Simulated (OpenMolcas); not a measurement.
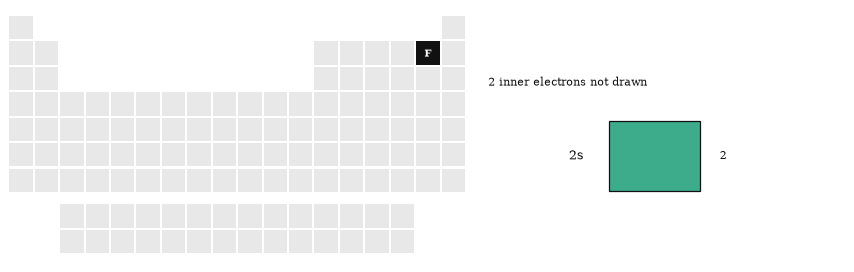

Left, the place of fluorine in the periodic table; right, the outer shells of the leading configuration of the lowest level: a box for each of the 2l + 1 orbitals, shaded by the share of the shell that is filled, with the electron count at the right.

**Multiconfigurational calculation: F⁵⁺ (part 1 of 2)**

F⁵⁺. Computed at this level: state-averaged CASSCF, active space 2 electrons in the shells 2s 2p 3s 3p, basis ANO-RCC, DKH2 scalar Hamiltonian, spin-orbit coupling by RASSI with atomic mean-field integrals (OpenMolcas).

Log (extracts):
```
--- SEWARD ---
Basis set label: F.ANO-RCC.........

      Electronic valence basis set:
      ------------------
      Associated Effective Charge   9.000000 au
      Associated Actual Charge      9.000000 au
      Nuclear Model: Point charge

      Shell  nPrim  nBasis  Cartesian Spherical Contaminant
         s      14       8        X
         p       9       7        X
         d       4       4                 X
         f       3       3                 X
         g       2       2                 X
                  Relativistic Douglas-Kroll-Hess integrals:
                    - DKH order of Hamiltonian: 2
                    - DKH order of Properties : 0
                  Atomic mean-field integrals
--- RASSCF ---
Wave function specifications:
      -----------------------------

      Number of closed shell electrons           2
      Number of electrons in active shells       2
      Max number of holes in RAS1 space          0
      Max nr of electrons in RAS3 space          0
      Number of inactive orbitals                1
      Number of active orbitals                  8
      Number of secondary orbitals              79
      Spin quantum number                      1.0
      State symmetry                             1
Orbital specifications:
      -----------------------

      Symmetry species                           1   2
                                                ag  au
      Frozen orbitals                            0   0
      Inactive orbitals                          1   0
      Active orbitals                            2   6
      RAS1 orbitals                              0   0
      RAS2 orbitals                              2   6
      RAS3 orbitals                              0   0
      Secondary orbitals                        43  36
      Deleted orbitals                           0   0
      Number of basis functions                 46  42
      Number of CSFs                            16
      Number of root(s) required                 3
      Iter CI   SX   CI       RASSCF       Energy    max ROT     max BLB   max BLB  Level Ln srch  Step   QN
          iter iter root      energy       change     param      element    value   shift minimum  type update
 Nr of preliminary CI iterations:   1
 ###############################################################################
 ###############################################################################
 ###                                                                         ###
 ###                                                                         ###
 ###    WARNING: Problems in orbital optimization.                           ###
 ###                                                                         ###
 ###                                                                         ###
 ###############################################################################
 ###############################################################################
  Warning: In symmetry  1, orbital p=   2 has diagonal density matrix element D(p,p) close to zero. D(p,p)=  4.727899E-29
  Warning: In symmetry  1, orbital p=   3 has diagonal density matrix element D(p,p) close to zero. D(p,p)=  4.727899E-29
        ...
 ###############################################################################
  Warning: In symmetry  1, orbital p=   2 has diagonal density matrix element D(p,p) close to zero. D(p,p)=  2.426407E-30
  Warning: In symmetry  1, orbital p=   3 has diagonal density matrix element D(p,p) close to zero. D(p,p)=  2.426407E-30
        4   1    2    0   -86.97123026   -2.13E-13  -1.33E-07    3  18 2  6.46E-08   0.50   0.00    SX    NO
      Convergence after  4 iterations
        5   1    2    0   -86.97123026    9.95E-14  -1.33E-07    3  21 2  6.65E-08   0.50   0.00    SX    NO
      Natural orbitals and occupation numbers for root  1
      sym 1:   0.000000   0.000000
      sym 2:  -0.000000   0.999730   0.999730  -0.000000   0.000270   0.000270
      Natural orbitals and occupation numbers for root  2
      sym 1:   0.000000   0.000000
      sym 2:   0.999730   0.999730   0.000000   0.000270   0.000270  -0.000000
      Natural orbitals and occupation numbers for root  3
      sym 1:   0.000000   0.000000
      sym 2:   0.999730   0.000000   0.999730   0.000270  -0.000000   0.000270
::    RASSCF root number  1 Total energy:    -86.97123026
::    RASSCF root number  2 Total energy:    -86.97123026
::    RASSCF root number  3 Total energy:    -86.97123026
--- RASSCF ---
Wave function specifications:
      -----------------------------

      Number of closed shell electrons           2
      Number of electrons in active shells       2
      Max number of holes in RAS1 space          0
      Max nr of electrons in RAS3 space          0
      Number of inactive orbitals                1
      Number of active orbitals                  8
      Number of secondary orbitals              79
      Spin quantum number                      0.0
      State symmetry                             1
Orbital specifications:
      -----------------------

      Symmetry species                           1   2
                                                ag  au
      Frozen orbitals                            0   0
      Inactive orbitals                          1   0
      Active orbitals                            2   6
      RAS1 orbitals                              0   0
      RAS2 orbitals                              2   6
      RAS3 orbitals                              0   0
      Secondary orbitals                        43  36
      Deleted orbitals                           0   0
      Number of basis functions                 46  42
      Number of CSFs                            24
      Number of root(s) required                 6
      Iter CI   SX   CI       RASSCF       Energy    max ROT     max BLB   max BLB  Level Ln srch  Step   QN
          iter iter root      energy       change     param      element    value   shift minimum  type update
 Nr of preliminary CI iterations:   1
        1   1   17    0   -87.04532602    0.00E+00   4.15E-01*   2   4 1 -5.97E-02*  0.00   0.00    SX    NO
        2   1   32    0   -87.04777227   -2.45E-03*  1.50E-01*   2   4 1  2.06E-02*  0.00   0.00    SX    NO
        3   1   25    0   -87.04817588   -4.04E-04* -1.41E-01*   2   4 1 -1.02E-02*  0.00   0.00    SX    NO
        4   1   30    0   -87.04829109   -1.15E-04* -4.41E-02    2   4 1  5.87E-03*  0.00   0.00    SX    NO
        5   1   29    0   -87.04832684   -3.57E-05* -1.91E-02    2   4 1 -3.76E-03*  0.00   0.63    QN   YES
        6   1   23    0   -87.04834741   -2.06E-05*  7.22E-03    2   4 1 -1.94E-04*  0.00   1.06    QN   YES
        7   1   18    0   -87.04834760   -1.88E-07* -4.70E-03    2   7 1  1.25E-05   0.00   1.34    QN   YES
        8   1    6    0   -87.04834763   -3.01E-08*  3.40E-04    2   4 1  2.28E-05   0.00   1.19    QN   YES
        9   1   10    0   -87.04834763   -1.15E-09   1.47E-03    2   6 1  4.91E-06   0.00   1.52    QN   YES
      Convergence after  9 iterations
       10   1   10    0   -87.04834763   -1.56E-10   1.47E-03    2   4 1 -1.44E-05   0.00   1.52    QN   YES
      Natural orbitals and occupation numbers for root  1
      sym 1:   1.868568   0.000241
      sym 2:   0.043730   0.043730   0.043730   0.000000   0.000000   0.000000
      Natural orbitals and occupation numbers for root  2
      sym 1:   0.000000   0.000000
      sym 2:   0.420865   1.325537   0.252586   0.000671   0.000213   0.000128
      Natural orbitals and occupation numbers for root  3
      sym 1:   0.000000   0.000000
      sym 2:   0.999493   0.999494   0.000000   0.000506   0.000506   0.000000
::    RASSCF root number  1 Total energy:    -88.12964304
::    RASSCF root number  2 Total energy:    -86.83208855
::    RASSCF root number  3 Total energy:    -86.83208855
::    RASSCF root number  4 Total energy:    -86.83208855
::    RASSCF root number  5 Total energy:    -86.83208855
::    RASSCF root number  6 Total energy:    -86.83208855
--- RASSCF ---
Wave function specifications:
      -----------------------------

      Number of closed shell electrons           2
      Number of electrons in active shells       2
      Max number of holes in RAS1 space          0
      Max nr of electrons in RAS3 space          0
      Number of inactive orbitals                1
      Number of active orbitals                  8
      Number of secondary orbitals              79
      Spin quantum number                      1.0
      State symmetry                             2
Orbital specifications:
      -----------------------

      Symmetry species                           1   2
                                                ag  au
      Frozen orbitals                            0   0
      Inactive orbitals                          1   0
      Active orbitals                            2   6
      RAS1 orbitals                              0   0
      RAS2 orbitals                              2   6
      RAS3 orbitals                              0   0
      Secondary orbitals                        43  36
      Deleted orbitals                           0   0
      Number of basis functions                 46  42
      Number of CSFs                            12
      Number of root(s) required                 3
      Iter CI   SX   CI       RASSCF       Energy    max ROT     max BLB   max BLB  Level Ln srch  Step   QN
          iter iter root      energy       change     param      element    value   shift minimum  type update
 Nr of preliminary CI iterations:   1
        1   1    5    0   -87.68268492    0.00E+00   7.52E-05    2   4 1 -2.87E-06   0.00   0.00    SX    NO
        2   1    3    0   -87.68268492   -6.93E-11   2.72E-05    2  14 2 -2.74E-07   0.00   0.00    SX    NO
        3   1    2    0   -87.68268492   -4.95E-12  -5.68E-06    2   8 1 -6.58E-08   0.00   0.00    SX    NO
        4   1    2    0   -87.68268492   -2.98E-13  -2.69E-06    2   8 1 -3.08E-08   0.00   0.00    SX    NO
      Convergence after  4 iterations
        5   1    2    0   -87.68268492    2.42E-13  -2.69E-06    2   7 1 -1.47E-08   0.00   0.00    SX    NO
      Natural orbitals and occupation numbers for root  1
      sym 1:   0.999868   0.000132
      sym 2:   0.999868   0.000000   0.000000   0.000132   0.000000  -0.000000
      Natural orbitals and occupation numbers for root  2
      sym 1:   0.999868   0.000132
      sym 2:  -0.000000   0.000000   0.999868   0.000000   0.000000   0.000132
      Natural orbitals and occupation numbers for root  3
      sym 1:   0.999868   0.000132
      sym 2:  -0.000000   0.999868  -0.000000  -0.000000   0.000132   0.000000
::    RASSCF root number  1 Total energy:    -87.68268492
::    RASSCF root number  2 Total energy:    -87.68268492
::    RASSCF root number  3 Total energy:    -87.68268492
--- RASSCF ---
Wave function specifications:
      -----------------------------

      Number of closed shell electrons           2
      Number of electrons in active shells       2
      Max number of holes in RAS1 space          0
      Max nr of electrons in RAS3 space          0
      Number of inactive orbitals                1
      Number of active orbitals                  8
      Number of secondary orbitals              79
      Spin quantum number                      0.0
      State symmetry                             2
Orbital specifications:
      -----------------------

      Symmetry species                           1   2
                                                ag  au
      Frozen orbitals                            0   0
      Inactive orbitals                          1   0
      Active orbitals                            2   6
      RAS1 orbitals                              0   0
      RAS2 orbitals                              2   6
      RAS3 orbitals                              0   0
      Secondary orbitals                        43  36
      Deleted orbitals                           0   0
      Number of basis functions                 46  42
      Number of CSFs                            12
      Number of root(s) required                 3
      Iter CI   SX   CI       RASSCF       Energy    max ROT     max BLB   max BLB  Level Ln srch  Step   QN
          iter iter root      energy       change     param      element    value   shift minimum  type update
 Nr of preliminary CI iterations:   1
        1   1   16    0   -87.22126578    0.00E+00   1.17E-01*   1   2 1 -1.53E-01*  0.00   0.00    SX    NO
        2   1   17    0   -87.22578626   -4.52E-03*  5.64E-02    2   5 1  2.33E-02*  0.00   0.00    SX    NO
        3   1   16    0   -87.22598959   -2.03E-04* -1.65E-02    2   5 1  6.38E-03*  0.00   0.00    SX    NO
        4   1   15    0   -87.22600717   -1.76E-05* -7.99E-03    2   5 1  1.80E-03*  0.00   0.00    SX    NO
        5   1   12    0   -87.22600940   -2.23E-06* -4.53E-03    2   5 1  5.46E-04*  0.00   1.58    LS   YES
        6   1   10    0   -87.22600975   -3.50E-07*  4.90E-04    2   5 1 -1.79E-04*  0.00   1.02    QN   YES
        7   1    7    0   -87.22600977   -1.11E-08*  1.17E-04    2   5 1 -5.26E-05   0.00   1.21    QN   YES
        8   1    3    0   -87.22600977   -6.49E-10   6.50E-06    2   5 1 -2.10E-06   0.00   1.02    QN   YES
      Convergence after  8 iterations
        9   1    3    0   -87.22600977   -4.32E-12   6.50E-06    2   8 1  1.04E-06   0.00   1.02    QN   YES
      Natural orbitals and occupation numbers for root  1
      sym 1:   0.999488   0.000512
      sym 2:  -0.000000   0.000000   0.999488  -0.000000  -0.000000   0.000512
      Natural orbitals and occupation numbers for root  2
      sym 1:   0.999488   0.000512
      sym 2:   0.999488   0.000000   0.000000   0.000512   0.000000   0.000000
      Natural orbitals and occupation numbers for root  3
      sym 1:   0.999488   0.000512
      sym 2:   0.000000   0.999488   0.000000  -0.000000   0.000512  -0.000000
::    RASSCF root number  1 Total energy:    -87.22600977
::    RASSCF root number  2 Total energy:    -87.22600977
::    RASSCF root number  3 Total energy:    -87.22600977
```

(Continued in part 2.) Outcome of the run: converged.
